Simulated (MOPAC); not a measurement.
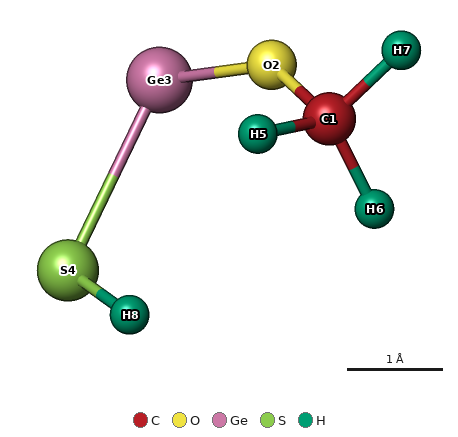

**Figure 1.** The structure as given in the input (ball-and-stick view, seen at a tilt; atoms are numbered from 1 in the order of the input). Sticks mark near contacts. Bond lengths as drawn: C–H 1.10 Å, C–O 1.40 Å, Ge–O 1.70 Å, Ge–S 2.27 Å and H–S 1.35 Å.

**Frequency calculation, with input and output: CH4GeOS (part 1 of 2)**

- system: CH4GeOS, SMILES C[O][Ge][SH]
- method: PM6-D3, closed shell, dispersion D3 (MOPAC 23.2.5)

The geometry was optimised with PM6-D3.

## Input (ch4geos.mop)
```
FORCE THERMO PM6-D3 THREADS=1 AUX(PRECISION=6)
job CH4GeOS

C     -0.288381 +1     1.124953 +1     0.123209 +1
O     -0.663174 +1     0.017426 +1     0.888244 +1
Ge    -0.533938 +1    -1.664699 +1     1.119893 +1
S      0.842990 +1    -2.337673 +1    -0.550089 +1
H      0.803313 +1     1.234569 +1     0.147762 +1
H     -0.644154 +1     0.994105 +1    -0.906755 +1
H     -0.771601 +1     1.996966 +1     0.587751 +1
H      1.146724 +1    -1.207455 +1    -1.228391 +1
```

Launch command:
```bash
mopac ch4geos.mop
```

## Output
```
MOPAC v23.2.5
PM6-D3 CALCULATION RESULTS

 *  PM6-D3     - CORRECT DISPERSION USING D3 METHOD
 *  FORCE      - FORCE CALCULATION SPECIFIED
 *  THREADS=1  - MULTI-THREADING NOT USED
 *  AUX        - OUTPUT AUXILIARY INFORMATION
 *  THERMO     - THERMODYNAMIC QUANTITIES TO BE CALCULATED
FORCE THERMO PM6-D3 THREADS=1 AUX(PRECISION=6)
 job CH4GeOS

   ATOM   CHEMICAL          X               Y               Z
  NUMBER   SYMBOL      (ANGSTROMS)     (ANGSTROMS)     (ANGSTROMS)

     1       C         -0.28838100  *   1.12495300  *   0.12320900  *
     2       O         -0.66317400  *   0.01742600  *   0.88824400  *
     3      Ge         -0.53393800  *  -1.66469900  *   1.11989300  *
     4       S          0.84299000  *  -2.33767300  *  -0.55008900  *
     5       H          0.80331300  *   1.23456900  *   0.14776200  *
     6       H         -0.64415400  *   0.99410500  *  -0.90675500  *
     7       H         -0.77160100  *   1.99696600  *   0.58775100  *
     8       H          1.14672400  *  -1.20745500  *  -1.22839100  *

          CARTESIAN COORDINATES

    NO.       ATOM           X           Y           Z

     1         C         -0.2884      1.1250      0.1232
     2         O         -0.6632      0.0174      0.8882
     3        Ge         -0.5339     -1.6647      1.1199
     4         S          0.8430     -2.3377     -0.5501
     5         H          0.8033      1.2346      0.1478
     6         H         -0.6442      0.9941     -0.9068
     7         H         -0.7716      1.9970      0.5878
     8         H          1.1467     -1.2075     -1.2284

           Empirical Formula: C H4 O Ge S  =     8 atoms

      MOLECULAR POINT GROUP   :   Cs

      RHF CALCULATION, NO. OF DOUBLY OCCUPIED LEVELS = 12

          HEAT OF FORMATION =     -52.368145 KCALS/MOLE

          CARTESIAN COORDINATE DERIVATIVES

   NUMBER  ATOM         X            Y            Z

     1       C      0.000752     0.004506     0.002741
     2       O      0.003486     0.002993     0.003376
     3      Ge      0.006154     0.002564    -0.008516
     4       S      0.002314     0.001741     0.007304
     5       H     -0.005724    -0.001707     0.001084
     6       H     -0.000767    -0.003131    -0.007427
     7       H     -0.005251    -0.000330     0.003571
     8       H     -0.000966    -0.006635    -0.002133

 DIPOLE           X         Y         Z       TOTAL
 POINT-CHG.     0.643    -3.266    -0.005     3.329
 HYBRID        -1.837     1.259     0.002     2.227
 SUM           -1.194    -2.007    -0.004     2.336

          GRADIENT NORM =   0.02078

          MOLECULAR WEIGHT =  136.69

          ROTATIONAL CONSTANTS IN CM(-1)

          A =    0.16465279   B =    0.09051887   C =    0.05908211

           PRINCIPAL MOMENTS OF INERTIA IN UNITS OF 10**(-40)*GRAM-CM**2

          A =      170.0108   B =      309.2477   C =      473.7940

          ORIENTATION OF MOLECULE IN FORCE CALCULATION

    NO.       ATOM         X         Y         Z

     1          C      -2.1463   -1.2364   -0.0003
     2          O      -0.7491   -1.2364   -0.0003
     3         Ge       0.6764   -0.3048   -0.0003
     4          S      -0.0738    1.8341    0.0011
     5          H      -2.5126   -0.7164    0.8940
     6          H      -2.5111   -0.7475   -0.9127
     7          H      -2.4536   -2.2924    0.0177
     8          H      -1.4225    1.7305   -0.0004

    FIRST DERIVATIVES WILL BE USED IN THE CALCULATION OF SECOND DERIVATIVES

          ESTIMATED TIME TO COMPLETE CALCULATION =        0.38 SECONDS

    FOR POINT-GROUP Cs   THERE ARE   2 UNIQUE SYMMETRY FUNCTIONS.

 STEP:   1 TIME =     0.01 SECS, INTEGRAL =      0.01 TIME LEFT: 172799.98
 STEP:   2 TIME =     0.00 SECS, INTEGRAL =      0.01 TIME LEFT: 172799.98
 STEP:   3 TIME =     0.01 SECS, INTEGRAL =      0.02 TIME LEFT: 172799.98
 STEP:   4 TIME =     0.00 SECS, INTEGRAL =      0.02 TIME LEFT: 172799.98
 STEP:   5 TIME =     0.01 SECS, INTEGRAL =      0.02 TIME LEFT: 172799.97
 STEP:   6 TIME =     0.01 SECS, INTEGRAL =      0.03 TIME LEFT: 172799.96
 STEP:   7 TIME =     0.00 SECS, INTEGRAL =      0.03 TIME LEFT: 172799.96
 STEP:   8 TIME =     0.01 SECS, INTEGRAL =      0.04 TIME LEFT: 172799.95
 STEP:   9 TIME =     0.01 SECS, INTEGRAL =      0.05 TIME LEFT: 172799.95
 STEP:  10 TIME =     0.00 SECS, INTEGRAL =      0.05 TIME LEFT: 172799.95
 STEP:  11 TIME =     0.01 SECS, INTEGRAL =      0.05 TIME LEFT: 172799.94
 STEP:  12 TIME =     0.01 SECS, INTEGRAL =      0.06 TIME LEFT: 172799.93
 STEP:  13 TIME =     0.01 SECS, INTEGRAL =      0.07 TIME LEFT: 172799.92
 STEP:  14 TIME =     0.00 SECS, INTEGRAL =      0.07 TIME LEFT: 172799.92
 STEP:  15 TIME =     0.01 SECS, INTEGRAL =      0.08 TIME LEFT: 172799.91
 STEP:  16                       INTEGRAL =      0.08 TIME LEFT: 172799.91
 STEP:  17                       INTEGRAL =      0.08 TIME LEFT: 172799.91
 STEP:  18                       INTEGRAL =      0.08 TIME LEFT: 172799.91
 STEP:  19 TIME =     0.00 SECS, INTEGRAL =      0.08 TIME LEFT: 172799.91
 STEP:  20 TIME =     0.01 SECS, INTEGRAL =      0.09 TIME LEFT: 172799.91
 STEP:  21 TIME =     0.00 SECS, INTEGRAL =      0.09 TIME LEFT: 172799.91
 STEP:  22 TIME =     0.01 SECS, INTEGRAL =      0.09 TIME LEFT: 172799.90
 STEP:  23 TIME =     0.01 SECS, INTEGRAL =      0.10 TIME LEFT: 172799.89
 STEP:  24 TIME =     0.01 SECS, INTEGRAL =      0.11 TIME LEFT: 172799.88

(To convert to Hartree/Bohr^2, multiply by (10^(-21) x N x a0^2)/(4.184 x 627.51) =  0.0642)

           FORCE MATRIX IN MILLIDYNES/ANGSTROM

                  C  1       O  2      Ge  3       S  4       H  5       H  6
 ------------------------------------------------------------------------------
     C    1  11.097068
     O    2   4.361410   9.106795
    Ge    3   0.626086   3.492492   4.769745
     S    4   0.087066   0.245493   1.632943   4.779630
     H    5   3.386879   0.799468   0.049727   0.014880   4.168058
     H    6   3.386332   0.800197   0.048610   0.014534   0.431462   4.168058
     H    7   3.386662   0.802398   0.059257   0.011738   0.430657   0.430489
     H    8   0.022936   0.047557   0.228441   4.142644   0.009987   0.009736

                  H  7       H  8
 ------------------------------
     H    7   4.181670
     H    8   0.000908   4.192587

          HEAT OF FORMATION =     -52.368145 KCALS/MOLE

          ZERO POINT ENERGY      29.071 KCAL/MOL

         NOTE: SYSTEM IS NOT A GROUND STATE, THEREFORE ZERO POINT
         ENERGY IS NOT MEANINGFULL. ZERO POINT ENERGY PRINTED
         DOES NOT INCLUDE THE  1 IMAGINARY FREQUENCIES

           NORMAL COORDINATE ANALYSIS (Total motion = 1 Angstrom)

   Root No.       1         2         3         4         5         6         7         8

                 1 A"      1 A'      2 A"      2 A'      3 A"      3 A'      4 A'      5 A'

                 -84.3     101.2     193.3     205.4     239.6     365.2     549.5     580.0

           1   -0.0000    0.0070   -0.0000   -0.0527    0.0000   -0.0151    0.0663   -0.1011
           2   -0.0000    0.1431    0.0001   -0.0622   -0.0000   -0.0009    0.0122   -0.0195
           3   -0.0053    0.0001   -0.0736   -0.0001    0.0099    0.0000   -0.0000    0.0000
           4   -0.0000    0.0089    0.0000   -0.0625   -0.0000   -0.0103    0.0416   -0.0649
           5    0.0000    0.0096   -0.0001    0.1747    0.0000   -0.0477    0.0659   -0.0648
           6   -0.0025    0.0000    0.1422    0.0001   -0.0634   -0.0000    0.0000   -0.0000
           7   -0.0000    0.0305   -0.0000    0.0331    0.0000    0.0706   -0.0150    0.0408
           8    0.0000   -0.0105    0.0000   -0.0124   -0.0000   -0.1818   -0.0179    0.0171
           9   -0.0041   -0.0000   -0.0199    0.0000    0.0154   -0.0001    0.0000   -0.0000
          10    0.0000   -0.0744    0.0000   -0.0192   -0.0000   -0.1442   -0.0163   -0.0116
          11   -0.0000   -0.0465    0.0000   -0.0199    0.0000    0.4306   -0.0163   -0.0123
          12    0.0129    0.0000    0.0050   -0.0000   -0.0329    0.0003   -0.0000   -0.0000
          13   -0.0091    0.0533   -0.1305   -0.1301    0.0408    0.0165    0.0501   -0.0794
          14    0.2780    0.1759   -0.0132   -0.1206    0.0101    0.0276    0.0075   -0.0072
          15   -0.1674   -0.0010   -0.1188    0.0025    0.0197   -0.0019   -0.0014   -0.0012
          16    0.0090    0.0532    0.1305   -0.1300   -0.0408    0.0165    0.0502   -0.0795
          17   -0.2779    0.1758    0.0134   -0.1205   -0.0101    0.0276    0.0075   -0.0072
          18   -0.1677    0.0012   -0.1188   -0.0028    0.0197    0.0020    0.0014    0.0013
          19    0.0001   -0.0921   -0.0001    0.1205    0.0000   -0.0715    0.1039   -0.1376
          20   -0.0002    0.1720    0.0001   -0.1133   -0.0000    0.0178    0.0007   -0.0065
          21    0.3179    0.0002   -0.1377   -0.0002    0.0380    0.0001   -0.0000    0.0001
          22    0.0000   -0.0672    0.0001   -0.0108    0.0001   -0.1148   -0.0556   -0.0415
          23    0.0000   -0.1464   -0.0001   -0.1494   -0.0004    0.0949    0.6003    0.4449
          24    0.0078   -0.0000    0.2676   -0.0000    0.7475    0.0001    0.0003    0.0003

   Root No.       9        10        11        12        13        14        15        16

                 6 A'      4 A"      7 A'      8 A'      5 A"      9 A'     10 A'      6 A"

                1100.9    1122.7    1211.8    1249.0    1250.2    1363.4    2674.9    2677.7

           1   -0.0123    0.0000   -0.3692   -0.0035   -0.0000   -0.0366    0.0022   -0.0000
           2    0.0751   -0.0001   -0.0182   -0.0328   -0.0000   -0.0012   -0.0488    0.0001
           3   -0.0002   -0.0768    0.0001    0.0000   -0.0320    0.0000   -0.0001   -0.0551
           4    0.0078    0.0001    0.3393   -0.0011   -0.0000   -0.0321   -0.0003   -0.0000
           5   -0.0306   -0.0000    0.0511   -0.0066   -0.0000   -0.0040   -0.0021    0.0000
           6   -0.0001    0.0313   -0.0000   -0.0000   -0.0060    0.0000   -0.0000   -0.0022
           7    0.0000    0.0000   -0.0135    0.0003   -0.0000    0.0011    0.0001   -0.0000
           8   -0.0007    0.0000   -0.0086    0.0002   -0.0000    0.0009    0.0000   -0.0000
           9    0.0001    0.0003    0.0000    0.0000   -0.0001    0.0000    0.0000   -0.0000
          10   -0.0004   -0.0001    0.0001    0.0001    0.0000    0.0001   -0.0003    0.0000
          11    0.0006   -0.0000   -0.0018   -0.0000    0.0000    0.0001   -0.0001    0.0000
          12   -0.0000   -0.0001   -0.0000   -0.0000    0.0001   -0.0001   -0.0000    0.0001
          13   -0.1818    0.3388    0.0306   -0.0908   -0.1724    0.2987   -0.0863   -0.1678
          14   -0.1515   -0.0264    0.0586    0.2842   -0.2148    0.0511    0.0884    0.2225
          15    0.0366    0.1126    0.0555   -0.2042    0.0399    0.1073    0.2040    0.3607
          16   -0.1818   -0.3386    0.0306   -0.0918    0.1717    0.2987   -0.0864    0.1679
          17   -0.1515    0.0262    0.0586    0.2825    0.2168    0.0512    0.0887   -0.2228
          18   -0.0371    0.1128   -0.0554    0.2040    0.0415   -0.1073   -0.2042    0.3604
          19    0.3964    0.0000   -0.0831    0.2197    0.0008    0.2682    0.1488   -0.0000
          20   -0.0815   -0.0002   -0.0301   -0.0790   -0.0004   -0.0942    0.4375    0.0002
          21   -0.0003    0.1730    0.0000   -0.0015    0.4032   -0.0000    0.0001   -0.0303
          22   -0.0014   -0.0001    0.0041    0.0013    0.0000    0.0004    0.0092    0.0000
          23    0.0071   -0.0001   -0.0074   -0.0044    0.0000   -0.0022    0.0005    0.0000
          24   -0.0002    0.0028   -0.0000   -0.0001   -0.0007   -0.0001   -0.0001    0.0007

   Root No.      17        18

                11 A'     12 A'

                2696.4    2753.9

           1    0.0004   -0.0195
           2    0.0014   -0.0013
           3    0.0000   -0.0000
           4   -0.0004   -0.0052
           5   -0.0000   -0.0003
           6    0.0000   -0.0001
           7   -0.0001    0.0000
           8    0.0001    0.0000
           9   -0.0000   -0.0001
          10   -0.0294   -0.0001
          11   -0.0022    0.0000
          12    0.0000    0.0002
          13    0.0004    0.1080
          14   -0.0014   -0.1497
          15   -0.0010   -0.2624
          16    0.0004    0.1080
          17   -0.0014   -0.1497
          18    0.0011    0.2622
          19   -0.0053    0.0952
          20   -0.0154    0.3148
          21    0.0000   -0.0000
          22    0.9466    0.0046
          23    0.0611    0.0003
          24   -0.0001    0.0002

           MASS-WEIGHTED COORDINATE ANALYSIS (NORMAL COORDINATES)

   Root No.       1         2         3         4         5         6         7         8

                 1 A"      1 A'      2 A"      2 A'      3 A"      3 A'      4 A'      5 A'

                 -84.3     101.2     193.3     205.4     239.6     365.2     549.5     580.0

           1   -0.0000    0.0290   -0.0001   -0.1970    0.0000   -0.0170    0.2990   -0.4358
           2   -0.0001    0.5910    0.0004   -0.2326   -0.0001   -0.0010    0.0550   -0.0841
           3   -0.0323    0.0005   -0.3370   -0.0005    0.0414    0.0000   -0.0001    0.0001
           4   -0.0000    0.0424    0.0001   -0.2694   -0.0000   -0.0134    0.2164   -0.3227
           5    0.0001    0.0458   -0.0005    0.7539    0.0001   -0.0621    0.3430   -0.3222
           6   -0.0179    0.0001    0.7517    0.0005   -0.3061   -0.0000    0.0001   -0.0001
           7   -0.0000    0.3095   -0.0002    0.3038    0.0000    0.1957   -0.1662    0.4328
           8    0.0000   -0.1065    0.0000   -0.1143   -0.0000   -0.5042   -0.1986    0.1809
           9   -0.0622   -0.0003   -0.2240    0.0001    0.1586   -0.0004    0.0000   -0.0000
          10    0.0001   -0.5022    0.0002   -0.1174   -0.0001   -0.2657   -0.1202   -0.0817
          11   -0.0000   -0.3139    0.0000   -0.1216    0.0001    0.7934   -0.1197   -0.0870
          12    0.1290    0.0000    0.0377   -0.0001   -0.2249    0.0005   -0.0001   -0.0001
          13   -0.0160    0.0637   -0.1731   -0.1409    0.0495    0.0054    0.0655   -0.0992
          14    0.4923    0.2104   -0.0175   -0.1306    0.0122    0.0090    0.0098   -0.0090
          15   -0.2964   -0.0012   -0.1576    0.0027    0.0239   -0.0006   -0.0019   -0.0015
          16    0.0159    0.0637    0.1731   -0.1407   -0.0494    0.0054    0.0655   -0.0992
          17   -0.4921    0.2103    0.0178   -0.1305   -0.0122    0.0090    0.0098   -0.0090
          18   -0.2969    0.0015   -0.1577   -0.0030    0.0239    0.0007    0.0018    0.0016
          19    0.0001   -0.1101   -0.0001    0.1305    0.0000   -0.0234    0.1357   -0.1718
          20   -0.0003    0.2057    0.0002   -0.1227   -0.0000    0.0058    0.0009   -0.0082
          21    0.5629    0.0003   -0.1827   -0.0003    0.0460    0.0000   -0.0000    0.0001
          22    0.0000   -0.0803    0.0001   -0.0117    0.0002   -0.0375   -0.0727   -0.0519
          23    0.0000   -0.1751   -0.0001   -0.1618   -0.0005    0.0310    0.7841    0.5555
          24    0.0139   -0.0000    0.3550   -0.0000    0.9058    0.0000    0.0004    0.0003

   Root No.       9        10        11        12        13        14        15        16

                 6 A'      4 A"      7 A'      8 A'      5 A"      9 A'     10 A'      6 A"

                1100.9    1122.7    1211.8    1249.0    1250.2    1363.4    2674.9    2677.7

           1   -0.0702    0.0002   -0.6775   -0.0210   -0.0003   -0.2231    0.0125   -0.0002
           2    0.4300   -0.0003   -0.0334   -0.1975   -0.0003   -0.0071   -0.2821    0.0003
           3   -0.0009   -0.4348    0.0001    0.0000   -0.1919    0.0002   -0.0006   -0.2828
           4    0.0517    0.0003    0.7187   -0.0076   -0.0002   -0.2261   -0.0019   -0.0001
           5   -0.2021   -0.0002    0.1082   -0.0461   -0.0000   -0.0282   -0.0140    0.0001
           6   -0.0004    0.2043   -0.0000   -0.0000   -0.0414    0.0003   -0.0001   -0.0130
           7    0.0007    0.0002   -0.0608    0.0038   -0.0001    0.0159    0.0009   -0.0001
           8   -0.0102    0.0004   -0.0387    0.0028   -0.0002    0.0142    0.0002   -0.0001
           9    0.0010    0.0038    0.0000    0.0005   -0.0021    0.0002    0.0004   -0.0003
          10   -0.0038   -0.0006    0.0002    0.0007    0.0004    0.0010   -0.0032    0.0003
          11    0.0059   -0.0000   -0.0053   -0.0003    0.0000    0.0010   -0.0006    0.0000
          12   -0.0004   -0.0005   -0.0001   -0.0002    0.0006   -0.0007   -0.0002    0.0005
          13   -0.3015    0.5555    0.0162   -0.1584   -0.2996    0.5279   -0.1447   -0.2493
          14   -0.2513   -0.0433    0.0312    0.4956   -0.3734    0.0903    0.1482    0.3308
          15    0.0608    0.1846    0.0295   -0.3561    0.0694    0.1896    0.3419    0.5361
          16   -0.3016   -0.5552    0.0162   -0.1601    0.2985    0.5278   -0.1448    0.2495
          17   -0.2513    0.0429    0.0312    0.4927    0.3768    0.0904    0.1487   -0.3312
          18   -0.0616    0.1849   -0.0294    0.3558    0.0721   -0.1896   -0.3422    0.5356
          19    0.6576    0.0000   -0.0442    0.3831    0.0014    0.4740    0.2494   -0.0000
          20   -0.1352   -0.0003   -0.0160   -0.1378   -0.0008   -0.1664    0.7332    0.0002
          21   -0.0005    0.2836    0.0000   -0.0027    0.7009   -0.0001    0.0002   -0.0450
          22   -0.0023   -0.0001    0.0022    0.0023    0.0001    0.0006    0.0155    0.0000
          23    0.0117   -0.0001   -0.0039   -0.0076    0.0000   -0.0038    0.0009    0.0000
          24   -0.0003    0.0045   -0.0000   -0.0002   -0.0012   -0.0001   -0.0001    0.0011

   Root No.      17        18

                11 A'     12 A'

                2696.4    2753.9

           1    0.0015   -0.1190
           2    0.0051   -0.0079
           3    0.0001   -0.0003
           4   -0.0015   -0.0370
           5   -0.0002   -0.0019
           6    0.0000   -0.0008
           7   -0.0005    0.0004
           8    0.0013    0.0005
           9   -0.0001   -0.0009
          10   -0.1724   -0.0007
          11   -0.0128    0.0005
          12    0.0000    0.0020
          13    0.0004    0.1912
          14   -0.0014   -0.2650
          15   -0.0010   -0.4646
          16    0.0004    0.1912
          17   -0.0014   -0.2651
          18    0.0011    0.4643
          19   -0.0055    0.1686
          20   -0.0160    0.5575
          21    0.0000   -0.0000
          22    0.9827    0.0081
          23    0.0634    0.0006
          24   -0.0001    0.0004

          DESCRIPTION OF VIBRATIONS

 VIBRATION          1    1A"         ATOM PAIR     ENERGY CONTRIBUTION    RADIAL
 FREQUENCY           -84.26         C 1 -- H 7         +33.5% (-99.9%)      0.0%
 TRANSITION DIPOLE   0.0383         C 1 -- H 6         +33.2% (-99.9%)      0.0%
 TRAVEL (Ang.)       0.0000         C 1 -- H 5         +33.2% (-99.9%)      0.2%
 REDUCED MASS        0.3314         C 1 -- Ge3          +0.1% (-36.2%)      0.0%
 EFFECTIVE MASS      0.1217
 FORCE CONSTANT     -0.0014

 VIBRATION          2    1A'         ATOM PAIR     ENERGY CONTRIBUTION    RADIAL
 FREQUENCY           101.15         C 1 -- Ge3         +22.1% (547.0%)      0.4%
 TRANSITION DIPOLE   0.3307         C 1 -- O 2         +21.8% (543.5%)      0.1%
 TRAVEL (Ang.)       0.3264         C 1 -- H 6         +18.5% (500.5%)     22.6%
 REDUCED MASS        6.2584         C 1 -- H 5         +18.5% (500.5%)     25.6%
 EFFECTIVE MASS    357.8253         C 1 -- H 7         +12.9% (417.4%)     99.6%
 FORCE CONSTANT      0.0377
```
